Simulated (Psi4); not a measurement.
**CH5BClN (SMILES CNBCl) at 3 levels**

Aim: a comparison of 3 runs (BLYP/def2-SVP, M06-L/def2-SVP, r2SCAN/def2-SVP) of CH5BClN. 

The calculation is run with Psi4 1.11.

## Step 1: Starting point

CH5BClN has 9 atoms, charge 0, and is taken as a singlet. SMILES: `CNBCl`. One bond was lengthened or shortened from a relaxed shape.

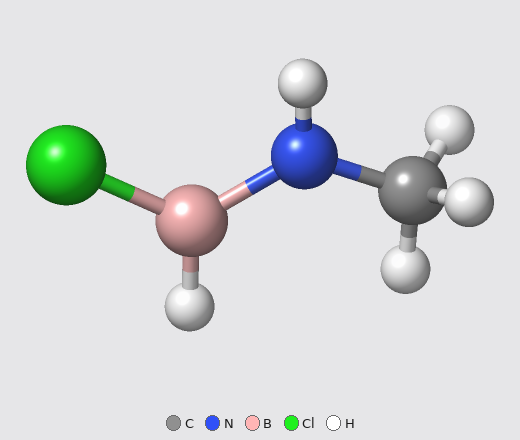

Viewed from a chosen angle; carbon grey, nitrogen blue, boron pink, chlorine green, hydrogen white.

## Step 2: The energy at BLYP/def2-SVP (run 1)

Input file input.in:

```
memory 1600 MB

molecule m {
  0 1
  C
  N 1 R2
  B 2 R3 1 A3
  Cl 3 R4 2 A4 1 D4
  H 1 R5 2 A5 3 D5
  H 1 R6 5 A6 2 D6
  H 1 R7 6 A7 5 D7
  H 2 R8 1 A8 7 D8
  H 3 R9 2 A9 8 D9

  R2 = 1.444526
  R3 = 1.5879
  A3 = 125.95093
  R4 = 1.770842
  A4 = 119.61228
  D4 = -179.99409
  R5 = 1.093861
  A5 = 111.42222
  D5 = 119.43294
  R6 = 1.093822
  A6 = 108.26673
  D6 = -122.86742
  R7 = 1.089633
  A7 = 108.22492
  D7 = 117.08408
  R8 = 1.008944
  A8 = 115.02037
  D8 = 179.961
  R9 = 1.192127
  A9 = 121.47522
  D9 = -179.99975
  symmetry c1
  no_reorient
  no_com
}

set {
  reference            rks
  puream               true
  e_convergence        1e-09
  d_convergence        1e-08
  scf_type             pk
  dft_radial_points    99
  dft_spherical_points 590
}

e_tot, wfn = energy("blyp/def2-SVP", return_wfn=True)
print_variables()
```

The run is started by

```bash
$ psi4 -i input.in -o input.out -n 1
```

input.out:

```text
[...]
  Running in c1 symmetry.
[...]
  Nuclear repulsion =  134.602464484814817
[...]
  Multiplicity = 1
[...]
  Nalpha       = 20
  Nbeta        = 20
[...]
    Number of basis functions: 85
[...]
   @RKS iter   1:  -580.24587162288390   -1.17644e-01   1.05235e-02 ADIIS/DIIS
[...]
   @RKS iter  12:  -580.67292728928271   -1.71667e-11   5.55083e-09 DIIS
[...]
    Orbital Energies [Eh]
    ---------------------
    Doubly Occupied:
       1A   -100.691918     2A    -14.026480     3A     -9.954449
       4A     -9.158867     5A     -6.994843     6A     -6.989068
       7A     -6.987203     8A     -6.594407     9A     -0.786618
      10A     -0.736415    11A     -0.592001    12A     -0.461322
      13A     -0.416344    14A     -0.381749    15A     -0.375883
      16A     -0.326355    17A     -0.325797    18A     -0.287814
      19A     -0.251983    20A     -0.204897
[...]
  @RKS Final Energy:  -580.67292728928271
   => Energetics <=
    Nuclear Repulsion Energy =            134.6024644848148171
    One-Electron Energy =               -1064.3132275159057372
    Two-Electron Energy =                 395.4309363900414951
    DFT Exchange-Correlation Energy =     -46.3931006482333430
    Empirical Dispersion Energy =           0.0000000000000000
    VV10 Nonlocal Energy =                  0.0000000000000000
    Total Energy =                       -580.6729272892827112
[...]
 Multipole Moments:
 ------------------------------------------------------------------------------------
     Multipole            Electronic (a.u.)      Nuclear  (a.u.)        Total (a.u.)
 ------------------------------------------------------------------------------------
 L = 1.  Multiply by 2.5417464519 to convert [e a0] to [Debye]
 Dipole X            :         -0.0002432            0.0002661            0.0000229
 Dipole Y            :         -2.2836321            2.7841327            0.5005006
 Dipole Z            :         10.0413338          -10.6697152           -0.6283814
 Magnitude           :                                                    0.8033456
[...]
```

Run time: 31 s. Hardware: 1 thread of Intel Xeon Platinum 8259CL at 2.50GHz (Skylake/Cascade Lake), shared host; peak memory 0.84 GiB.

## Step 3: Energy and forces at M06-L/def2-SVP (run 2)

Input file ch5bcln.xyz:

```xyz
9
CH5BClN
C      0.488085     0.510473    -1.177338
N     -0.429915    -0.197627    -0.315638
B     -0.261100    -0.415200     1.248200
Cl    -1.495300    -1.314500     2.144800
H      0.884985    -0.142027    -1.960438
H      0.005885     1.367273    -1.656738
H      1.324685     0.878273    -0.583938
H     -1.242515    -0.577127    -0.777838
H      0.681600     0.014200     1.838200
```

Input file ch5bcln_ase.py:

```python
import numpy as np
from ase.calculators.psi4 import Psi4
from ase.io import read

a = read('ch5bcln.xyz')
calc = Psi4(atoms=a, method='m06-l', basis='def2-SVP', memory='1600MB', num_threads=1, charge=0, multiplicity=1, label='ch5bcln')
calc.psi4.set_options({'puream': True, 'e_convergence': 1e-09, 'd_convergence': 1e-08, 'scf_type': 'pk', 'dft_radial_points': 99, 'dft_spherical_points': 590})
a.calc = calc

forces = a.get_forces()
print(f'energy: {a.get_potential_energy():.6f} eV')
print('forces / eV A^-1')
print(np.round(forces, 5))
```

The run is started by

```bash
$ python ch5bcln_ase.py
```

ch5bcln.dat:

```text
[...]
  Running in c1 symmetry.
[...]
  Nuclear repulsion =  134.602455904229998
[...]
  Multiplicity = 1
[...]
  Nalpha       = 20
  Nbeta        = 20
[...]
    Number of basis functions: 85
[...]
   @RKS iter   1:  -580.43556865200912   -3.16668e-01   8.78839e-03 DIIS/ADIIS
[...]
   @RKS iter  12:  -580.73156052519312   -7.04858e-12   6.65455e-09 DIIS
[...]
  @RKS Final Energy:  -580.73156052519312
   => Energetics <=
    Nuclear Repulsion Energy =            134.6024559042299984
    One-Electron Energy =               -1064.3280626320149622
    Two-Electron Energy =                 395.4825473233262301
    DFT Exchange-Correlation Energy =     -46.4885011207344832
    Empirical Dispersion Energy =           0.0000000000000000
    VV10 Nonlocal Energy =                  0.0000000000000000
    Total Energy =                       -580.7315605251931174
[...]
 Multipole Moments:
 ------------------------------------------------------------------------------------
     Multipole            Electronic (a.u.)      Nuclear  (a.u.)        Total (a.u.)
 ------------------------------------------------------------------------------------
 L = 1.  Multiply by 2.5417464519 to convert [e a0] to [Debye]
 Dipole X            :         -4.9635906            5.1316868            0.1680962
 Dipole Y            :         -4.4544332            4.7119360            0.2575028
 Dipole Z            :          7.7566830           -8.5473789           -0.7906959
 Magnitude           :                                                    0.8483891
[...]
  -Total Gradient:
     Atom            X                  Y                   Z
    ------   -----------------  -----------------  -----------------
       1        0.008110393034     0.006857499772    -0.010417428512
       2       -0.016490650727     0.009669943722    -0.095458842750
       3        0.016298608580    -0.008441173100     0.088780793248
       4       -0.003959465277    -0.003724511059     0.007026949548
       5       -0.003114695792     0.001616655983     0.004559080252
       6        0.000565938595    -0.004703932952     0.003288989034
       7       -0.004300226501    -0.002303062999    -0.001025221624
       8        0.004765277117     0.002878120662    -0.000500668609
       9       -0.001795117761    -0.001795492891     0.003708763939
[...]
```

On the terminal:

```text
energy: -15802.510670 eV
forces / eV A^-1
[[-0.41705 -0.35263  0.53569]
 [ 0.84798 -0.49725  4.90869]
 [-0.83811  0.43406 -4.56529]
 [ 0.2036   0.19152 -0.36134]
 [ 0.16016 -0.08313 -0.23444]
 [-0.0291   0.24189 -0.16913]
 [ 0.22113  0.11843  0.05272]
 [-0.24504 -0.148    0.02575]
 [ 0.09231  0.09233 -0.19071]]
```

Run time: 64 s. Hardware: 1 thread of Intel Xeon Platinum 8259CL at 2.50GHz (Skylake/Cascade Lake), shared host; peak memory 0.97 GiB.

## Step 4: Energy and forces at r2SCAN/def2-SVP (run 3)

Input file ch5bcln.dat:

```
memory 1600 mb

molecule {
  0 1
  C      0.488085     0.510473    -1.177338
  N     -0.429915    -0.197627    -0.315638
  B     -0.261100    -0.415200     1.248200
  Cl    -1.495300    -1.314500     2.144800
  H      0.884985    -0.142027    -1.960438
  H      0.005885     1.367273    -1.656738
  H      1.324685     0.878273    -0.583938
  H     -1.242515    -0.577127    -0.777838
  H      0.681600     0.014200     1.838200
  symmetry c1
}

set basis def2-SVP
set reference rks
set puream true
set e_convergence 1e-09
set d_convergence 1e-08
set scf_type pk
set dft_radial_points 99
set dft_spherical_points 590

result, w = gradient("r2scan", return_wfn=True)
oeprop(w, "LOWDIN_CHARGES", "QUADRUPOLE", "MULLIKEN_CHARGES")
print_variables()
```

The run is started by

```bash
$ psi4 ch5bcln.dat ch5bcln.out -n 1
```

ch5bcln.out:

```text
[...]
  Running in c1 symmetry.
[...]
  Nuclear repulsion =  134.602455904229998
[...]
  Multiplicity = 1
[...]
  Nalpha       = 20
  Nbeta        = 20
[...]
    Number of basis functions: 85
[...]
   @RKS iter   1:  -580.33109568032990   -2.62211e-01   8.96291e-03 ADIIS/DIIS
[...]
   @RKS iter  12:  -580.63652456781040   -2.61480e-12   4.97220e-09 DIIS
[...]
  @RKS Final Energy:  -580.63652456781040
   => Energetics <=
    Nuclear Repulsion Energy =            134.6024559042299984
    One-Electron Energy =               -1064.1541937051956666
    Two-Electron Energy =                 395.2660493641391781
    DFT Exchange-Correlation Energy =     -46.3508361309840495
    Empirical Dispersion Energy =           0.0000000000000000
    VV10 Nonlocal Energy =                  0.0000000000000000
    Total Energy =                       -580.6365245678103975
[...]
  -Total Gradient:
     Atom            X                  Y                   Z
    ------   -----------------  -----------------  -----------------
       1        0.005085388842     0.004658223104    -0.008240774422
       2       -0.014404841333     0.011144742108    -0.096753410612
       3        0.017227044613    -0.008397299405     0.091238079219
       4       -0.002685170278    -0.002804890480     0.006145802274
       5       -0.003443469611     0.003280738632     0.005658382506
       6        0.001990610398    -0.006050398890     0.003782389587
       7       -0.005511402433    -0.002715024597    -0.002483634977
       8        0.006037310953     0.003577592837    -0.000298515685
       9       -0.005047185671    -0.003242059525     0.001500833994
[...]
 Multipole Moments:
 ------------------------------------------------------------------------------------
     Multipole            Electronic (a.u.)      Nuclear  (a.u.)        Total (a.u.)
 ------------------------------------------------------------------------------------
 L = 1.  Multiply by 2.5417464519 to convert [e a0] to [Debye]
 Dipole X            :         -4.9589125            5.1316868            0.1727743
 Dipole Y            :         -4.4511576            4.7119360            0.2607784
 Dipole Z            :          7.7539336           -8.5473789           -0.7934453
 Magnitude           :                                                    0.8528844
 L = 2.  Multiply by 1.3450342976 to convert [e a0^2] to [Debye ang]
 Quadrupole XX       :       -130.2684615          107.0965922          -23.1718693
 Quadrupole XY       :        -87.5132265           88.0490191            0.5357926
[...]
```

Wall time 76 s (1 thread of Intel Xeon Platinum 8259CL at 2.50GHz (Skylake/Cascade Lake), shared host); peak memory 0.95 GiB.

## Step 5: All runs side by side

```
run            level      task  energy (Eh)  dipole moment (D)  HOMO energy (eV)  LUMO energy (eV)  wall time
  1    BLYP/def2-SVP    energy  -580.672927               2.04             -5.58             -0.93       31 s
  2   M06-L/def2-SVP  gradient  -580.731561               2.16             -6.07             -0.89       64 s
  3  r2SCAN/def2-SVP  gradient  -580.636525               2.17             -6.05             -0.87       76 s
```

## Step 6: Results

| quantity | value |
| --- | --- |
| run 3: total energy | -580.63652 Eh |
| run 3: dipole moment | 2.17 D |
| run 3: HOMO energy | -6.05 eV |
| run 3: LUMO energy | -0.87 eV |
| run 3: HOMO–LUMO gap | 5.18 eV |
| run 3: largest force on an atom | 5.063 eV/Å |

What this shows: The dipole moment (its size) runs from 2.04 D (BLYP/def2-SVP) to 2.17 D (r2SCAN/def2-SVP). The HOMO–LUMO gap runs from 4.65 eV (BLYP/def2-SVP) to 5.18 eV (r2SCAN/def2-SVP). Totals of different functionals can't be ranked against each other. All runs together took 2.8 min, the longest 76 s.
